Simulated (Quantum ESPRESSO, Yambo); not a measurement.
# A GW chain in Yambo: SiC (P6_3mc), part 3 of 3

Aim: the G0W0 gap of SiC (P6_3mc) on PBE, step by step.

Quantum ESPRESSO 7.5 and Yambo 5.3.0; PBE and many-body steps on it, plane waves. Known limits of the many-body steps: not at the basis limit; coarse k mesh.

So far. Step 3 (Bands along the symmetry lines): The gap is 2.022 eV, −0.004 eV from the run before at this level. Step 4 (Empty states on the mesh, 6×6×1 mesh, 540 bands): On this mesh the gap is 2.027 eV.

### Step 5. Conversion and set-up

This step: Yambo 5.3.0; conversion and set-up on PBE, plane waves, norm-conserving pseudopotentials.

The states are converted to the many-body program's format and the q mesh is built.

Launch:

```
$ (cd o/x.save; p2y > p2y.log; mv SAVE ../..); yambo > setup.log
```

The log of the run:

```text
 Yambo, version 5.3.0

 [02] CORE Variables Setup
 =========================

  [02.01] Unit cells
  ==================

  Cell kind             :  HCP
  Atoms in the cell     :  Si  C
  number of Si atoms    :   6
  number of C  atoms    :   6

  List of atomic masses
  Mass of Si    :  28.08500
  Mass of C     :  12.01100

  List of atomic coordinates    : [cc]
  Si1       : -0.29070E-09   3.3567       23.766      order 1
  Si2       :  2.906986  1.678349  9.500509  order 2
  Si3       :   2.90699   1.67835  19.01609  order 3
  Si4       : -0.29070E-09   3.3567       4.7505      order 4
  Si5       :   0.00000   0.00000  14.25790  order 5
  Si6       :   0.00000   0.00000  28.52352  order 6
  C1       :   0.00000   0.00000  24.94676  order 7
  C2       :   0.00000   0.00000  10.68114  order 8
  C3       : -0.29070E-09   3.3567       20.200      order 9
  C4       :  2.906986  1.678349  5.934407  order 10
  C5       :   2.90699   1.67835  15.45029  order 11
  C6       : -0.29070E-09   3.3567       1.1847      order 12

  Alat factors          :   5.81397   5.03505  28.53124 [a.u.]
  Direct lattice volume :  835.2127 [a.u.]
  Direct lattice vectors:  A[ 1 ]  A[ 2 ]  A[ 3 ]
   A[ 1 ]:  1.000000 -0.000000  0.000000  [iru]
   5.813971 -0.000000  0.000000  [cc]
   A[ 2 ]: -0.500000  1.000000  0.000000  [iru]
  -2.906986  5.035047  0.000000  [cc]
   A[ 3 ]:  0.000000  0.000000  1.000000  [iru]
    0.00000   0.00000  28.53124  [cc]

  Recip. lattice volume :  0.296990 [a.u.]
  Recip. lattice vectors:  B[ 1 ]  B[ 2 ]  B[ 3 ]
   B[ 1 ]:  1.000000  0.500000  0.000000  [iku]
   1.080705  0.623945 -0.000000  [cc]
   B[ 2 ]:  0.000000  1.000000  0.000000  [iku]
   0.000000  1.247890 -0.000000  [cc]
   B[ 3 ]:  0.000000  0.000000  1.000000  [iku]
  -0.000000 -0.000000  0.220221  [cc]

  [02.02] Symmetries
  ==================

  Inversion symmetry    : yes
  Spatial inversion     : no
  Inversion index       :   7
  K-space Time-reversal : yes
  Magnetic symmetries   : no
  Time-reversal derived K-space symmetries:   7  12
  Group table correct   : yes
  Symmetries units      :  [cc]

   [S  1]:   1.0000       0.0000       0.0000     -0.25216E-16   1.0000       0.0000       0.0000       0.0000       1.0000
   [S  2]: -0.500000  0.866025  0.000000 -0.866025 -0.500000  0.000000  0.000000  0.000000  1.000000
   [S  3]: -0.500000 -0.866025  0.000000  0.866025 -0.500000  0.000000  0.000000  0.000000  1.000000
   [S  4]:  -1.0000       0.0000       0.0000      0.25216E-16   1.0000       0.0000       0.0000       0.0000       1.0000
   [S  5]:  0.500000  0.866025  0.000000  0.866025 -0.500000  0.000000  0.000000  0.000000  1.000000
   [S  6]:  0.500000 -0.866025  0.000000 -0.866025 -0.500000  0.000000  0.000000  0.000000  1.000000
   [S* 7]:  -1.0000      -0.0000      -0.0000      0.25216E-16  -1.0000      -0.0000      -0.0000      -0.0000      -1.0000
[...]
K/Q-points units:
  rlu = crystal or reduced units; cc = cartesian coordinates; iku = interal k-units

  K [1]          [rlu]:  0.000000  0.000000  0.000000
         WF components:   8941
  K [2]          [rlu]:  0.000000  0.166667  0.000000
         WF components:   8928
  K [3]          [rlu]:  0.000000  0.333333  0.000000
         WF components:   8976
  K [4]          [rlu]:  0.000000 -0.500000  0.000000
         WF components:   9006
  K [5]          [rlu]:  0.166667  0.166667  0.000000
         WF components:   8956
  K [6]          [rlu]:  0.166667  0.333333  0.000000
         WF components:   9015
  K [7]          [rlu]:  0.333333  0.333333  0.000000
         WF components:   9054

  [02.05] Energies & Occupations
  ==============================

  [X] === General ===
  [X] Electronic Temperature                        :  0.000000  0.000000 [eV K]
  [X] Bosonic    Temperature                        :  0.000000  0.000000 [eV K]
  [X] Finite Temperature mode                       : no
  [X] El. density                                   :  0.38783E+24 [cm-3]
  [X] Fermi Level                                   :  9.584179 [eV]

  [X] === Gaps and Widths ===
  [X] Conduction Band Min                           :  2.026692 [eV]
  [X] Valence Band Max                              :  0.000000 [eV]
  [X] Filled Bands                                  :  24
  [X] Empty Bands                                   :    25   540
  [X] Direct Gap                                    :  3.130175 [eV]
  [X] Direct Gap localized at k                     :   4
  [X] Indirect Gap                                  :  2.026692 [eV]
  [X] Indirect Gap between kpts                     :   1   4
  [X] Last valence band width                       :  2.077149 [eV]
  [X] 1st conduction band width                     :  3.176042 [eV]

  E @ K [1]:  [eV]
  -15.48854 -14.96659 -14.92983 -13.43308 -13.40334 -11.91154  -8.61317  -6.26121
[...]
occ @ K [1]
[...]
E @ K [2]:  [eV]
[...]
occ @ K [2]
[...]
E @ K [3]:  [eV]
[...]
occ @ K [3]
[...]
E @ K [4]:  [eV]
[...]
occ @ K [4]
[...]
E @ K [5]:  [eV]
[...]
occ @ K [5]
[...]
E @ K [6]:  [eV]
[...]
occ @ K [6]
[...]
E @ K [7]:  [eV]
[...]
occ @ K [7]
[...]
0.000000  0.000000  0.000000  0.000000  0.000000  0.000000  0.000000  0.000000
   0.000000  0.000000  0.000000  0.000000  0.000000  0.000000  0.000000  0.000000

 [03] Transferred momenta grid and indexing
 ==========================================

 IBZ Q-points                                      :   7
 BZ  Q-points                                      :   36

 K/Q-points units:
 rlu = crystal or reduced units; cc = cartesian coordinates; iku = interal k-units

 Q [1]          [rlu]:  0.000000  0.000000  0.000000
 Q [2]          [rlu]: -0.48527E-17  0.16667       0.0000
 Q [3]          [rlu]: -0.97055E-17  0.33333       0.0000
 Q [4]          [rlu]:  0.14558E-16 -0.50000       0.0000
 Q [5]          [rlu]:  0.166667  0.166667  0.000000
 Q [6]          [rlu]:  0.166667  0.333333  0.000000
 Q [7]          [rlu]:  0.333333  0.333333  0.000000

  [03.01] X indexes
  =================

   [03.01.01] Sigma indexes
   ========================

 [06] Game Over & Game summary
```

Run time: 2.8 s. Hardware: 1 MPI rank of Arm Neoverse V1, shared host; peak memory 0.24 GiB.

### Step 6. Screening and self-energy, 6×6×1 mesh, 234 bands, screening to 136.1 eV

Now the one-shot GW correction: screening in the RPA, then the self-energy of the levels asked for.

This step: G0W0 on PBE, plane waves, norm-conserving pseudopotentials.

gw2.in reads:

```
HF_and_locXC
gw0
dyson
ppa
em1d
rim_cut
RandQpts= 1000000
RandGvec= 1 RL
EXXRLvcs= 74 Ry
VXCRLvcs= 296 Ry
Chimod= "HARTREE"
% BndsRnXp
 1 | 234 |
%
NGsBlkXp= 10 Ry
% LongDrXp
 1 | 1 | 1 |
%
% GbndRnge
 1 | 234 |
%
DysSolver= "n"
ExtendOut
PPAPntXp= 27.21138 eV
% QPkrange
 1 | 1 | 23 | 26 |
 4 | 4 | 23 | 26 |
%
```

Launch:

```
$ OMP_NUM_THREADS=1 mpirun -n 4 yambo -F gw2.in -J gw2 -C gw2 > gw2.log
```

The log of the run:

```text
 Yambo, version 5.3.0

 [02] CORE Variables Setup
 =========================

  [... cell, symmetries and grids as in the set-up ...]

  [02.05] Energies & Occupations
  ==============================

  [X] === General ===
  [X] Electronic Temperature                        :  0.000000  0.000000 [eV K]
  [X] Bosonic    Temperature                        :  0.000000  0.000000 [eV K]
  [X] Finite Temperature mode                       : no
  [X] El. density                                   :  0.38783E+24 [cm-3]
  [X] Fermi Level                                   :  9.584179 [eV]

  [X] === Gaps and Widths ===
  [X] Conduction Band Min                           :  2.026692 [eV]
  [X] Valence Band Max                              :  0.000000 [eV]
  [X] Filled Bands                                  :  24
  [X] Empty Bands                                   :    25   540
  [X] Direct Gap                                    :  3.130175 [eV]
  [X] Direct Gap localized at k                     :   4
  [X] Indirect Gap                                  :  2.026692 [eV]
  [X] Indirect Gap between kpts                     :   1   4
  [X] Last valence band width                       :  2.077149 [eV]
  [X] 1st conduction band width                     :  3.176042 [eV]

 [03] Transferred momenta grid and indexing
 ==========================================

 IBZ Q-points                                      :   7
 BZ  Q-points                                      :   36

 K/Q-points units:
 rlu = crystal or reduced units; cc = cartesian coordinates; iku = interal k-units

 Q [1]          [rlu]:  0.000000  0.000000  0.000000
 Q [2]          [rlu]: -0.48527E-17  0.16667       0.0000
 Q [3]          [rlu]: -0.97055E-17  0.33333       0.0000
 Q [4]          [rlu]:  0.14558E-16 -0.50000       0.0000
 Q [5]          [rlu]:  0.166667  0.166667  0.000000
 Q [6]          [rlu]:  0.166667  0.333333  0.000000
 Q [7]          [rlu]:  0.333333  0.333333  0.000000

 [04] Coloumb potential Random Integration (RIM)
 ===============================================

  [04.01] RIM initialization
  ==========================

  * Diagonal components only detected *

  8 x (sBL volume)        :  0.065998 [a.u.]
  sBZ random points       :  1000000
  Points outside the sBZ  :   7993074
  RL volume               :  0.296990 [a.u.]
  Integrated volume       :  0.297248 [a.u.]

  [04.02] RIM integrals
  =====================

  Gamma point sphere radius             :  0.073304 [a.u.]
  Points outside the sphere             :   799493
  [Int_sBZ(q=0) 1/q^2]*(Vol_sBZ)^(-1/3) =:  7.699798
                                 should be <:  7.795600

  Summary of Coulomb integrals for non-metallic bands |Q|[au] RIM/Bare

  Q [1] 0.100000E-4 0.987711 * Q [2] 0.207982 1.035310
  Q [5] 0.360235 1.014559 * Q [3] 0.415963 1.011306
  Q [6] 0.550268 1.006880 * Q [4] 0.623945 1.006041
  Q [7] 0.720470 1.004345

 [05] Dipoles
 ============

  [05.01] Setup: observables and procedures
  =========================================

  [WARNING] [x,Vnl] slows the Dipoles computation. To neglect it rename the ns.kb_pp file

 [06] Dynamic Dielectric Matrix (PPA)
 ====================================

 [WR./gw2//ndb.pp]---------------------------------------------------------------
  Brillouin Zone Q/K grids (IBZ/BZ)                :    7   36    7   36
  RL vectors                                       :  11311 [WF]
  Coulomb cutoff potential                         : none
  Electronic Temperature                           :  0.000000 [K]
  Bosonic    Temperature                           :  0.000000 [K]
  PPA    diel. fun.  energies                      : Perdew, Burke & Ernzerhof(X)+Perdew, Burke & Ernzerhof(C)
  wavefunctions                                    : Perdew, Burke & Ernzerhof(X)+Perdew, Burke & Ernzerhof(C)
  Global Gauge                                     : length
  X matrix size                                    :   431
  X band range                                     :    1  234
  X e/h energy range                               : -1.000000 -1.000000 [eV]
  X Time ordering                                  : R
  X Hxc Kernel                                     : HARTREE
  X Drude frequency                                :  0.000000  0.000000
  X poles                                          :  100.0000 [o/o]
  RL vectors in the sum                            :  11311
  [r,Vnl] included                                 : yes
  Field direction                                  :  0.577350E-5  0.577350E-5  0.577350E-5
  BZ energy Double Grid                            : no
  BZ energy DbGd points                            : 0
  BZ Q point size factor                           : -1.000000
  X Optical Averaged directions                    : none

 [07] Local Exchange-Correlation + Non-Local Fock
 ================================================

 [VXC] Plane waves :   71833
 [EXS] Plane waves :   8953

 QP @ state[ 1 ] K range:  1  1
 QP @ state[ 1 ] b range:  23  26
 QP @ state[ 2 ] K range:   4   4
 QP @ state[ 2 ] b range:  23  26

 [xc] Functional : Perdew, Burke & Ernzerhof(X)+Perdew, Burke & Ernzerhof(C)
 [xc] LIBXC used to calculate xc functional
  PP Number of Atomic Species                      :  2
  NLCC RL compoments                               :   71833
  PP Number of Atomic Species                      :  2
  NLCC RL compoments                               :   71833

 [xc] E_xc :  -18.29600 [Ha]
      E_xc :  -36.59200 [Ry]

  Local XC kind (lXC) : Perdew, Burke & Ernzerhof(X)+Perdew, Burke & Ernzerhof(C)
  Non-Local XC kind (nlXC) : Hartree-Fock

  Corrections @ K [1] :  [eV]
 <23|nlXC|23> = -17.34182 -0.10097E-16 <23|lXC|23> = -14.96888 -0.47204E-16
 <24|nlXC|24> = -17.34181 -0.10519E-16 <24|lXC|24> = -14.96888  0.000000
 <25|nlXC|25> = -6.945472 -0.43674E-19 <25|lXC|25> = -12.15702 -0.18882E-15
 <26|nlXC|26> = -6.854570  0.11408E-17 <26|lXC|26> = -12.10217 -0.23602E-16

  Corrections @ K [4] :  [eV]
 <23|nlXC|23> = -16.73341 -0.53488E-17 <23|lXC|23> = -13.92450  0.11801E-16
 <24|nlXC|24> = -17.35488  0.55639E-18 <24|lXC|24> = -14.51596 -0.44254E-16
 <25|nlXC|25> = -6.778437 -0.42343E-17 <25|lXC|25> = -10.94428  0.11801E-16
 <26|nlXC|26> = -6.514522  0.55408E-18 <26|lXC|26> = -10.78955  0.32453E-16

 [08] Dyson equation: Newton solver
 ==================================

  [08.01] G0W0 (W PPA)
  ====================

  [  GW  ] Bands range     :    1  234
  [GW/PPA] G damping       :  0.100000 [eV]

  QP @ state[ 1 ] K range:  1  1
  QP @ state[ 1 ] b range:  23  26
  QP @ state[ 2 ] K range:   4   4
  QP @ state[ 2 ] b range:  23  26

   Sc/G bands                                       :    1  234
   Sc/G damping                                     :  0.100000 ev
   Sc bands terminator                              : no
   Sx RL components                                 :   8953

   QP @ state[ 1 ] K range                          :  1  1
   QP @ state[ 1 ] b range                          :  23  26
   QP @ state[ 2 ] K range                          :   4   4
   QP @ state[ 2 ] b range                          :  23  26
   GF energies kind                                 : Perdew, Burke & Ernzerhof(X)+Perdew, Burke & Ernzerhof(C)
   GF WF`s kind                                     : Perdew, Burke & Ernzerhof(X)+Perdew, Burke & Ernzerhof(C)
   Xs energies kind                                 : Perdew, Burke & Ernzerhof(X)+Perdew, Burke & Ernzerhof(C)
   Xs WF`s kind                                     : Perdew, Burke & Ernzerhof(X)+Perdew, Burke & Ernzerhof(C)

 [11] Game Over & Game summary
```

Wall time 8.8 min (4 MPI ranks); peak memory 2.6 GiB; 35 min of CPU time.

This step gave:

- G0W0 gap on the points computed: 2.633 eV
- starting gap on the mesh: 2.027 eV
- k of the valence top: 0, 0, 0
- k of the conduction bottom: 0, -0.5, 0
- least direct G0W0 gap on the computed points: 3.896 eV
- Z at the valence top: 0.8008
- Z at the conduction bottom: 0.8234

The gap on the mesh goes from 2.03 eV to 2.63 eV, a correction of +0.61 eV.

Limits: finite bands, cutoff and mesh; coarse k mesh. v1 is the top filled band, c1 the lowest empty one. The levels before and after the correction (eV, zero at the valence-band top of each column):

```csv
,conduction bottom,valence top
Kohn-Sham,2.03,0.00
G0W0,2.63,0.00
```

```csv
,level,energy (eV)
Kohn-Sham,Γ v2-v1,0.000
Kohn-Sham,Γ c1,5.203
Kohn-Sham,Γ c2,5.373
Kohn-Sham,(0 -0.5 0) v2,-1.667
Kohn-Sham,(0 -0.5 0) v1,-1.103
Kohn-Sham,(0 -0.5 0) c1,2.027
Kohn-Sham,(0 -0.5 0) c2,2.219
G0W0,Γ v2-v1,0.000
G0W0,Γ c1,6.017
G0W0,Γ c2,6.179
G0W0,(0 -0.5 0) v2,-1.876
G0W0,(0 -0.5 0) v1,-1.263
G0W0,(0 -0.5 0) c1,2.633
G0W0,(0 -0.5 0) c2,2.823
```

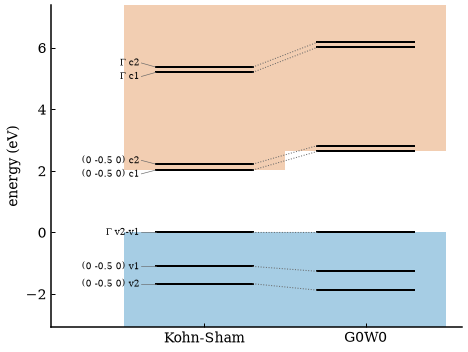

Levels before and after the correction. Shaded: valence and conduction bands.

### Step 7. Where the time went

Times are wall times on the hardware named with each run, good to a factor of about two.

```csv
step,time,share,memory (GiB)
ground state,36 s,4 %,0.52
bands along the symmetry lines,42 s,5 %,0.41
empty states on the mesh,3.2 min,24 %,2
conversion and set-up,2.8 s,0 %,0.24
screening and self-energy,8.8 min,66 %,2.6
```

### Step 8. Summary of results

| Property | Result |
| --- | --- |
| PBE gap | 2.02 eV, indirect |
| G0W0 gap on the mesh | 2.63 eV |
| GW settings | 6×6×1 mesh, 234 bands, screening to 136.1 eV, Godby-Needs plasmon pole |
| known limits | not at the basis limit; coarse k mesh |

What this shows: G0W0 moves the gap on the mesh from 2.03 eV to 2.63 eV (+0.61 eV), with Z of 0.80 and 0.82 at the edges. Only 2 of the mesh's irreducible points were corrected, so a valley elsewhere could overtake. The dearest step here is «screening and self-energy». Against experiment, by G0W0@PBE: the gap of 2.63 eV lies −0.37 eV from the measured 3 eV (optical, 2017); the gap of 2.63 eV lies −0.40 eV from the measured 3.03 eV (indirect, quoted 2018); the gap of 2.63 eV lies −0.39 eV from the measured 3.02 eV (kind not stated, quoted 2020). An exciton line or allowed optical edge lies below the quasiparticle gap by the binding energy; a forbidden edge can push the onset above it. The calculation has static nuclei and no excitons; a measured gap holds zero-point and thermal motion, which mostly lowers it. Bands and cutoff are finite, so the gap is not at the basis limit. The miss can reach some tenths of an eV and take either sign; the mesh is an error of its own. In the G0W0 run levels were corrected at 2 k points alone, so a gap called «on the mesh» is the least over those, and an edge elsewhere would be missed. The 6×6×1 mesh is coarse for this cell, which bears on the long-range parts of exchange and screening.

[Paths, hosts, dates, memory and timing lines, banners, echoed tables and standing remarks are left out of the program output.]

[Logs are printed without paths, hosts, clocks, repeated set-up lines and the standing remarks that a program may print on its own settings, such as how far it seeks lower states.]

[Runs of the session that timed out or met a known fault of the program may be left out.]

[Hosts, paths, dates, database ids (printed as entryN), source tags and the programs' standing remarks are cut or masked in the printed files.]
